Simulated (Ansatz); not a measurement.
# UHF/cc-pVDZ run of Si3H7 (SMILES [SiH3][SiH][SiH3])

Aim: the vertical doublet–quartet gap of Si3H7 at UHF/cc-pVDZ, from 2 runs. 

Program for the calculation: Ansatz 0.2.0.

26 further runs of the same task are left out: 26 set aside as unsound or not needed. Runs told in other sessions of the task aren't counted.

**1. The structure to begin with**

Si3H7: 10 atoms, total charge 0, spin state doublet. SMILES: `[SiH3][SiH][SiH3]`. Geometry: relaxed at PBE0-D4/def2-TZVP.

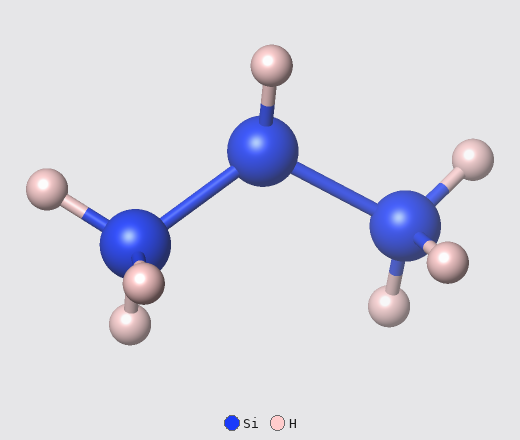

The structure, seen from a chosen angle (silicon blue, hydrogen pink).

**2. A single-point energy at UHF/cc-pVDZ**

Contents of molecule.yaml:

```yaml
crystal:
  periodic: [false, false, false]
  atoms:
    - symbol: Si
      position_ang: [-1.326900, 0.854900, -1.209200]
    - symbol: Si
      position_ang: [0.719400, -0.131600, -0.719600]
    - symbol: Si
      position_ang: [1.000400, -1.003300, 1.416100]
    - symbol: H
      position_ang: [-2.411900, -0.065200, -0.777100]
    - symbol: H
      position_ang: [-1.443700, 1.089800, -2.673000]
    - symbol: H
      position_ang: [-1.505500, 2.157900, -0.508900]
    - symbol: H
      position_ang: [1.885800, 0.672200, -1.184600]
    - symbol: H
      position_ang: [-0.178100, -1.849500, 1.741300]
    - symbol: H
      position_ang: [1.115000, 0.064100, 2.449300]
    - symbol: H
      position_ang: [2.228500, -1.840300, 1.468800]
basis:
  gaussian:
    orbitals: cc-pVDZ
magnetization:
  spin_polarized: true
  initial_magnetization: 1
hamiltonian:
  xc: hf
accuracy: high
output: {orbitals: {seedname: orbitals}}
```

Started as:

```
$ ansatz run molecule.yaml --threads 1 --pin off --max-ram 3480MiB --events-out events.jsonl --progress --plain --runs-dir runs
```

Output:

```text
Warning: RAYON_NUM_THREADS=1 ignored (pool sized by the plan → 1); use --threads N
Functional definition: HF
  name "HF"
  exchange = exact_x
  correlation = 0
2120 factors; integrals over basis functions are off by at most 3.8e-9 eV
mean field evaluation 1: about -23694.7225 eV, gradient 1.1e1 eV
mean field evaluation 2: about -23694.7395 eV, gradient 1.1e1 eV
mean field evaluation 4: about -23696.3745 eV, gradient 7.5e-1 eV
mean field evaluation 8: about -23696.3868 eV, gradient 7.7e-4 eV
mean field -23696.38675256 eV, -870.8261511688 hartree, gradient 1.0e-8 eV, S^2 0.760642; 0 other end points of the search recorded, 0 dependent functions left out
reference -23696.38675256 eV, -870.8261511688 hartree; 25, 24 occupied and 64, 65 virtual orbitals, 2120 factors
Total energy: -23696.38675256 eV, -870.8261511688 hartree
```

It took 5.1 s on 1 thread of Intel Xeon Platinum 8375C at 2.90GHz (Ice Lake), shared host; peak memory 0.38 GiB.

**3. The quartet, same level**

Contents of in.yaml:

```yaml
basis:
  gaussian:
    orbitals: cc-pVDZ
crystal:
  periodic: [false, false, false]
  atoms:
    - {symbol: Si, position_ang: [-1.326900, 0.854900, -1.209200]}
    - {symbol: Si, position_ang: [0.719400, -0.131600, -0.719600]}
    - {symbol: Si, position_ang: [1.000400, -1.003300, 1.416100]}
    - {symbol: H, position_ang: [-2.411900, -0.065200, -0.777100]}
    - {symbol: H, position_ang: [-1.443700, 1.089800, -2.673000]}
    - {symbol: H, position_ang: [-1.505500, 2.157900, -0.508900]}
    - {symbol: H, position_ang: [1.885800, 0.672200, -1.184600]}
    - {symbol: H, position_ang: [-0.178100, -1.849500, 1.741300]}
    - {symbol: H, position_ang: [1.115000, 0.064100, 2.449300]}
    - {symbol: H, position_ang: [2.228500, -1.840300, 1.468800]}
accuracy: high
hamiltonian:
  xc: hf
magnetization:
  spin_polarized: true
  initial_magnetization: 3
output: {orbitals: {seedname: orbitals}}
```

Started as:

```
$ ansatz run in.yaml --threads 1 --pin off --max-ram 3480MiB --events-out events.jsonl --progress --plain --runs-dir runs
```

Output:

```text
Warning: RAYON_NUM_THREADS=1 ignored (pool sized by the plan → 1); use --threads N
[... 4 set-up lines as earlier in the session ...]
2120 factors; integrals over basis functions are off by at most 3.8e-9 eV
mean field evaluation 1: about -23687.9936 eV, gradient 1.1e1 eV
mean field evaluation 2: about -23688.0152 eV, gradient 1.1e1 eV
mean field evaluation 4: about -23690.0049 eV, gradient 1.5e0 eV
mean field evaluation 8: about -23690.1046 eV, gradient 2.5e-1 eV
mean field evaluation 16: about -23690.1146 eV, gradient 2.5e-8 eV
mean field evaluation 32: about -23688.5468 eV, gradient 7.6e0 eV
mean field evaluation 64: about -23689.4482 eV, gradient 3.6e0 eV
mean field evaluation 96: about -23689.5356 eV, gradient 2.0e0 eV
mean field evaluation 128: about -23689.8858 eV, gradient 4.1e0 eV
mean field evaluation 160: about -23690.1146 eV, gradient 1.5e-4 eV
mean field -23690.11464290 eV, -870.5956553902 hartree, gradient 4.4e-8 eV, S^2 3.765285; 3 other end points of the search recorded, 0 dependent functions left out
reference -23690.11464290 eV, -870.5956553902 hartree; 26, 23 occupied and 63, 66 virtual orbitals, 2120 factors
Total energy: -23690.11464290 eV, -870.5956553902 hartree
```

Wall time 16 s (1 thread of Intel Xeon Platinum 8375C at 2.90GHz (Ice Lake), shared host); peak memory 0.38 GiB.

**4. Summary of results**

Level: UHF/cc-pVDZ.

```
                                        quantity          value
                           doublet: total energy  -870.82615 Eh
     doublet: HOMO energy (highest over α and β)       -8.59 eV
      doublet: LUMO energy (lowest over α and β)        0.85 eV
                                   doublet: ⟨S²⟩          0.761
                           quartet: total energy  -870.59566 Eh
     quartet: HOMO energy (highest over α and β)       -3.91 eV
      quartet: LUMO energy (lowest over α and β)       -2.44 eV
                                   quartet: ⟨S²⟩          3.765
vertical energy of the quartet above the doublet       6.272 eV
```

**Reading.** At this shape the quartet lies 6.27 eV (605 kJ/mol) above the doublet.
